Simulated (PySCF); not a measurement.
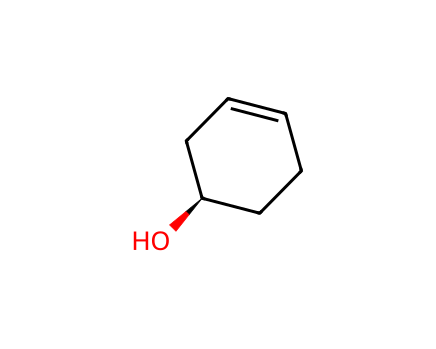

Skeletal drawing of a molecule.

**Give its SMILES.**

O[C@H]1CC=CCC1

**What is the molecular formula?**

C6H10O.

**An optimisation with PBE0-D3(BJ)/def2-SVP gave a structure of which point group?**

C1.

More results for the same structure follow; atom numbers are the same in all pictures, views and colours differ. The computed structure is the end point of a PBE0-D3(BJ)/def2-SVP optimisation. No frequency run is at hand to confirm it as a minimum.

### Excitation

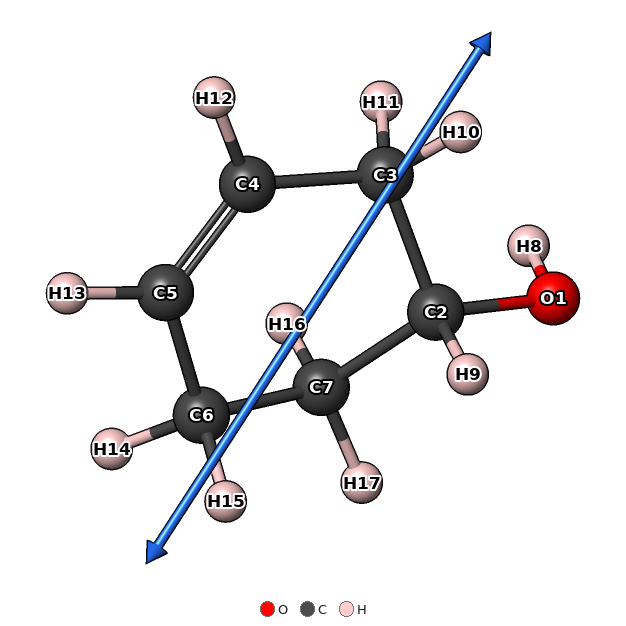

The double arrow shows the direction of the transition dipole to excited singlet state 3 (its length means nothing). No frequency run is at hand to confirm it as a minimum. Level of theory: TDDFT PBE0/def2-SVPD, vertical, gas phase, core orbitals frozen in the response (PySCF 2.14.0).

**Give its energy, strength and character.**

6.91 eV (179 nm), oscillator strength 0.077, of mixed character, with the largest part HOMO → LUMO+2 (weight 0.47); transition dipole 1.72 D.

### Polarisability

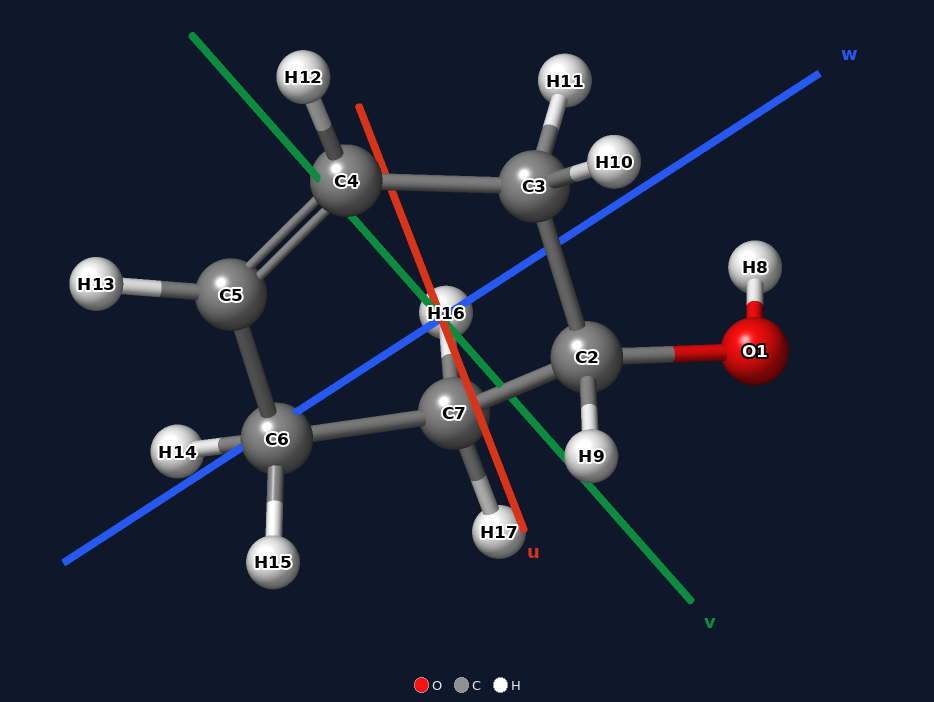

The lines u, v and w are the principal axes of the static dipole polarisability. No frequency run is at hand to confirm it as a minimum. Method: PBE0/def2-SVPD (PySCF 2.14.0).

**Along which axis is the molecule most polarisable, and along which least?**

Most along w, least along u.

**Give the three principal values.**

u 60.2, v 76.1, w 85.3 bohr³; mean 73.8, anisotropy 22.0 bohr³.

### NMR shielding

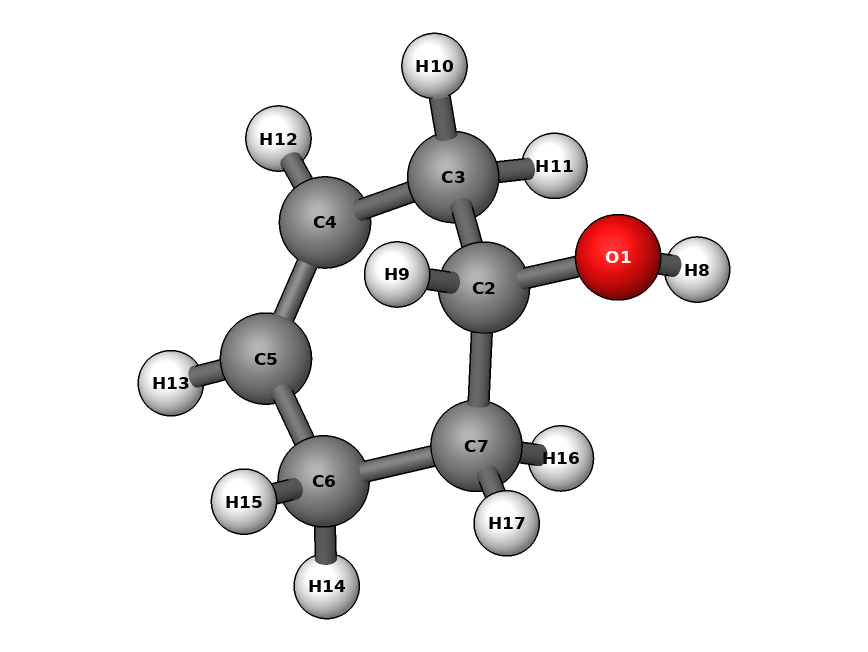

No frequency run is at hand to confirm it as a minimum. Method: GIAO PBE0/pcSseg-1 NMR shielding, non-relativistic, gas phase (PySCF 2.14.0). Principal shieldings σ11 ≤ σ22 ≤ σ33, span Ω = σ33 − σ11, skew κ = 3(σiso − σ22)/Ω.

Give the shielding tensors of the O atoms.

```tsv
atom	σ11	σ22	σ33	σiso	Ω	κ
O1	233.9	260.6	293.8	262.7	59.9	0.11
```

Shieldings and span in ppm.
